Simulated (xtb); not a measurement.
# Geometry relaxation of CH4O3W (part 1 of 3)

System: CH4O3W.
Method: GFN2-xTB (xtb 6.7.1 later snapshot).

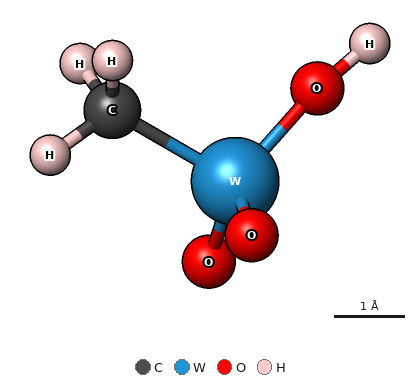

**Figure 1.** The structure as given in the input (ball-and-stick view, seen at a tilt). Sticks mark near contacts. Bond lengths as drawn: C–H 1.14 to 1.16 Å, C–W 2.07 Å, H–O 1.04 Å and O–W 1.54 to 1.85 Å.

## The input (struc.tmol)
```
$coord
     -1.586916410416     -1.424475552743     -0.990707818096  c
      1.669932079071      0.215315394640      0.433068535980  w
      2.672526274491     -1.754157172445      2.339934476557  o
      3.773083872212      0.354833874421     -2.157613700053  o
      0.561891165896      3.295890231221      1.637485481511  o
     -1.364249981151     -3.471823733424     -1.765136481229  h
     -3.108297118829     -1.901971549913      0.453420886343  h
     -2.787440520129     -0.440457365128     -2.483799326424  h
      0.204959695477      5.106531317531      2.319223078231  h
$end
```

Run as:
```bash
xtb struc.tmol --gfn2 --chrg 0 -o vtight > out.txt 2> xtb.err
```

## The program's output
```
* xtb version 6.7.1
   ID    Z sym.   atoms
    1    6 c      1
    2   74 w      2
    3    8 o      3-5
    4    1 h      6-9

           -------------------------------------------------
          |                Calculation Setup                |
           -------------------------------------------------

          program call               : xtb struc.tmol --gfn2 --chrg 0 -o vtight
          coordinate file            : struc.tmol
          omp threads                :                     1

           -------------------------------------------------
          |                 G F N 2 - x T B                 |
           -------------------------------------------------

      * Hamiltonian:
        H0-scaling (s, p, d)           1.850000    2.230000    2.230000
        zeta-weighting                 0.500000
      * Dispersion:
        s8                             2.700000
        a1                             0.520000
        a2                             5.000000
        s9                             5.000000
      * Repulsion:
        kExp                           1.500000    1.000000
        rExp                           1.000000
      * Coulomb:
        alpha                          2.000000
        third order                    shell-resolved
        anisotropic                    true
        a3                             3.000000
        a5                             4.000000
        cn-shift                       1.200000
        cn-exp                         4.000000
        max-rad                        5.000000

          ...................................................
          :                      SETUP                      :
          :.................................................:
          :  # basis functions                  30          :
          :  # atomic orbitals                  29          :
          :  # shells                           15          :
          :  # electrons                        32          :
          :  max. iterations                   250          :
          :  Hamiltonian                  GFN2-xTB          :
          :  restarted?                      false          :
          :  GBSA solvation                  false          :
          :  PC potential                    false          :
          :  electronic temp.          300.0000000     K    :
          :  accuracy                    1.0000000          :
          :  -> integral cutoff          0.2500000E+02      :
          :  -> integral neglect         0.1000000E-07      :
          :  -> SCF convergence          0.1000000E-05 Eh   :
          :  -> wf. convergence          0.1000000E-03 e    :
          :  Broyden damping             0.4000000          :
          :  net charge                          0          :
          :  unpaired electrons                  0          :
          ...................................................

 iter      E             dE          RMSdq      gap      omega  full diag
   1     -7.0016594 -0.700166E+01  0.240E+01    1.37       0.0  T
   2    -10.2764482 -0.327479E+01  0.315E+01   11.58       1.0  T
   3    -14.7297164 -0.445327E+01  0.170E+01    9.63       1.0  T
   4    -16.9732815 -0.224357E+01  0.131E+01    6.79       1.0  T
   5    -17.4847382 -0.511457E+00  0.112E+01    6.21       1.0  T
   6    -17.8755847 -0.390846E+00  0.105E+01    5.75       1.0  T
   7    -18.6585416 -0.782957E+00  0.610E+00    4.70       1.0  T
   8    -18.9462512 -0.287710E+00  0.243E+00    3.72       1.0  T
   9    -18.7684018  0.177849E+00  0.446E+00    3.03       1.0  T
  10    -18.7879613 -0.195595E-01  0.415E+00    3.08       1.0  T
  11    -18.9244124 -0.136451E+00  0.178E+00    3.56       1.0  T
  12    -18.9043586  0.200538E-01  0.228E+00    4.35       1.0  T
  13    -18.9553668 -0.510082E-01  0.825E-01    3.86       1.0  T
  14    -18.8992147  0.561521E-01  0.261E+00    4.52       1.0  T
  15    -18.9521080 -0.528933E-01  0.778E-01    4.17       1.0  T
  16    -18.9565421 -0.443406E-02  0.493E-01    4.09       1.0  T
  17    -18.9566102 -0.680943E-04  0.341E-01    4.10       1.0  T
  18    -18.9577008 -0.109061E-02  0.158E-01    4.05       1.0  T
  19    -18.9579428 -0.242006E-03  0.104E-02    4.02       3.2  T
  20    -18.9579428 -0.186926E-07  0.112E-02    4.02       3.0  T
  21    -18.9579431 -0.289925E-06  0.832E-03    4.02       4.0  T
  22    -18.9579427  0.466588E-06  0.670E-03    4.03       5.0  T
  23    -18.9579432 -0.533271E-06  0.417E-04    4.02      80.0  T
  24    -18.9579432  0.268411E-08  0.676E-04    4.02      49.3  T

   *** convergence criteria satisfied after 24 iterations ***

         #    Occupation            Energy/Eh            Energy/eV
      -------------------------------------------------------------
         1        2.0000           -0.7670801             -20.8733
       ...           ...                  ...                  ...
        10        2.0000           -0.4568829             -12.4324
        11        2.0000           -0.4474288             -12.1752
        12        2.0000           -0.4431699             -12.0593
        13        2.0000           -0.4207988             -11.4505
        14        2.0000           -0.4070784             -11.0772
        15        2.0000           -0.3978202             -10.8252
        16        2.0000           -0.3916212             -10.6566 (HOMO)
        17                         -0.2437615              -6.6331 (LUMO)
        18                         -0.2099088              -5.7119
        19                         -0.1409676              -3.8359
        20                         -0.1315385              -3.5793
        21                         -0.0917950              -2.4979
       ...                                ...                  ...
        29                          0.7251971              19.7336
      -------------------------------------------------------------
                  HL-Gap            0.1478597 Eh            4.0235 eV
             Fermi-level           -0.3176913 Eh           -8.6448 eV

 SCC (total)                   0 d,  0 h,  0 min,  0.007 sec
 SCC setup                      ...        0 min,  0.000 sec (  1.111%)
 Dispersion                     ...        0 min,  0.000 sec (  0.491%)
 classical contributions        ...        0 min,  0.000 sec (  0.099%)
 integral evaluation            ...        0 min,  0.001 sec ( 10.059%)
 iterations                     ...        0 min,  0.005 sec ( 70.094%)
 molecular gradient             ...        0 min,  0.001 sec ( 17.095%)
 printout                       ...        0 min,  0.000 sec (  0.885%)

         :::::::::::::::::::::::::::::::::::::::::::::::::::::
         ::                     SUMMARY                     ::
         :::::::::::::::::::::::::::::::::::::::::::::::::::::
         :: total energy             -18.823335679270 Eh    ::
         :: gradient norm              0.296081754575 Eh/a0 ::
         :: HOMO-LUMO gap              4.023467111099 eV    ::
         ::.................................................::
         :: SCC energy               -18.957937228440 Eh    ::
         :: -> isotropic ES            0.005663391338 Eh    ::
         :: -> anisotropic ES          0.008454343016 Eh    ::
         :: -> anisotropic XC          0.001792286494 Eh    ::
         :: -> dispersion             -0.005192627224 Eh    ::
         :: repulsion energy           0.134601549170 Eh    ::
         :: add. restraining           0.000000000000 Eh    ::
         :: total charge              -0.000000000000 e     ::
         :::::::::::::::::::::::::::::::::::::::::::::::::::::

      -----------------------------------------------------------
     |                   =====================                   |
     |                        A N C O P T                        |
     |                   =====================                   |
     |               Approximate Normal Coordinate               |
     |                Rational Function Optimizer                |
      -----------------------------------------------------------

          ...................................................
          :                      SETUP                      :
          :.................................................:
          :   optimization level         verytight          :
          :   max. optcycles                   200          :
          :   ANC micro-cycles                  20          :
          :   degrees of freedom                21          :
          :.................................................:
          :   RF solver                   davidson          :
          :   write xtbopt.log                true          :
          :   linear?                        false          :
          :   energy convergence         0.1000000E-06 Eh   :
          :   grad. convergence          0.2000000E-03 Eh/α :
          :   maximum RF displ.          1.0000000          :
          :   Hlow (freq-cutoff)         0.1000000E-01      :
          :   Hmax (freq-cutoff)         5.0000000          :
          :   S6 in model hess.         20.0000000          :
          ...................................................

generating ANC from exact Hessian ...
Using Lindh-Hessian (1995)
 Shifting diagonal of input Hessian by    9.6851832215129711E-003
 Lowest  eigenvalues of input Hessian
    0.000000    0.000000    0.000000    0.000000    0.000000    0.000000
    0.010000    0.013217    0.014566    0.018790    0.024562    0.028973
    0.036952    0.061326    0.073094    0.080758    0.095864    0.121218
 Highest eigenvalues
    0.729708    0.800037    0.856707    0.957639    1.310619    2.020981

........................................................................
.............................. CYCLE    1 ..............................
........................................................................

 iter      E             dE          RMSdq      gap      omega  full diag
   1    -18.9579432 -0.189579E+02  0.204E-04    4.02       0.0  T
   2    -18.9579432  0.241983E-08  0.727E-04    4.02      45.8  T
   3    -18.9579432 -0.265308E-08  0.153E-04    4.02     218.6  T
     SCC iter.                  ...        0 min,  0.001 sec
     gradient                   ...        0 min,  0.001 sec
 * total energy  :   -18.8233357 Eh     change       -0.3683255E-08 Eh
   gradient norm :     0.2960825 Eh/α   predicted     0.0000000E+00 (-100.00%)
   displ. norm   :     0.2587098 α      lambda       -0.5697223E-01
   maximum displ.:     0.1246068 α      in ANC's #21, #16, #14, ...

........................................................................
.............................. CYCLE    2 ..............................
........................................................................

 iter      E             dE          RMSdq      gap      omega  full diag
   1    -18.9627831 -0.189628E+02  0.856E-01    3.92       0.0  T
   2    -18.9456753  0.171077E-01  0.256E+00    4.20       1.0  T
   3    -18.9640471 -0.183718E-01  0.861E-01    4.05       1.0  T
   4    -18.9650133 -0.966160E-03  0.353E-01    4.02       1.0  T
   5    -18.9648768  0.136523E-03  0.314E-01    3.99       1.0  T
   6    -18.9646364  0.240422E-03  0.331E-01    4.07       1.0  T
   7    -18.9649075 -0.271200E-03  0.187E-01    4.05       1.0  T
   8    -18.9651218 -0.214258E-03  0.171E-02    4.02       1.9  T
   9    -18.9651219 -0.118127E-06  0.188E-02    4.02       1.8  T
  10    -18.9651220 -0.539254E-07  0.110E-02    4.03       3.0  T
  11    -18.9651222 -0.198641E-06  0.829E-03    4.03       4.0  T
  12    -18.9651224 -0.209152E-06  0.188E-03    4.03      17.8  T
  13    -18.9651224  0.609394E-08  0.155E-03    4.03      21.6  T
  14    -18.9651224 -0.739078E-08  0.916E-04    4.03      36.4  T
  15    -18.9651224 -0.821928E-08  0.327E-04    4.03     101.9  T
     SCC iter.                  ...        0 min,  0.003 sec
     gradient                   ...        0 min,  0.001 sec
 * total energy  :   -18.8571619 Eh     change       -0.3382618E-01 Eh
   gradient norm :     0.0749271 Eh/α   predicted    -0.3039272E-01 ( -10.15%)
   displ. norm   :     0.1459068 α      lambda       -0.6556053E-02
   maximum displ.:     0.0541600 α      in ANC's #16, #6, #12, ...

........................................................................
.............................. CYCLE    3 ..............................
........................................................................

 iter      E             dE          RMSdq      gap      omega  full diag
   1    -18.9757824 -0.189758E+02  0.634E-01    4.03       0.0  T
   2    -18.9720778  0.370464E-02  0.193E+00    4.00       1.0  T
   3    -18.9761738 -0.409605E-02  0.201E-01    4.02       1.0  T
   4    -18.9761497  0.240906E-04  0.236E-01    4.02       1.0  T
   5    -18.9762296 -0.798698E-04  0.677E-02    4.02       1.0  T
   6    -18.9761588  0.708440E-04  0.210E-01    4.02       1.0  T
   7    -18.9762320 -0.732244E-04  0.129E-02    4.02       2.6  T
   8    -18.9762315  0.499072E-06  0.226E-02    4.02       1.5  T
   9    -18.9762322 -0.678200E-06  0.627E-03    4.02       5.3  T
  10    -18.9762318  0.372539E-06  0.444E-03    4.02       7.5  T
  11    -18.9762320 -0.202857E-06  0.520E-03    4.02       6.4  T
  12    -18.9762321 -0.890012E-07  0.421E-03    4.02       7.9  T
  13    -18.9762322 -0.898111E-07  0.291E-03    4.02      11.4  T
  14    -18.9762323 -0.805597E-07  0.608E-04    4.02      54.8  T
  15    -18.9762323 -0.163201E-08  0.101E-04    4.02     330.5  T
     SCC iter.                  ...        0 min,  0.003 sec
     gradient                   ...        0 min,  0.001 sec
 * total energy  :   -18.8609198 Eh     change       -0.3757974E-02 Eh
   gradient norm :     0.0154084 Eh/α   predicted    -0.3347813E-02 ( -10.91%)
   displ. norm   :     0.0969240 α      lambda       -0.5207766E-03
   maximum displ.:     0.0610978 α      in ANC's #4, #1, #8, ...

........................................................................
.............................. CYCLE    4 ..............................
........................................................................
```
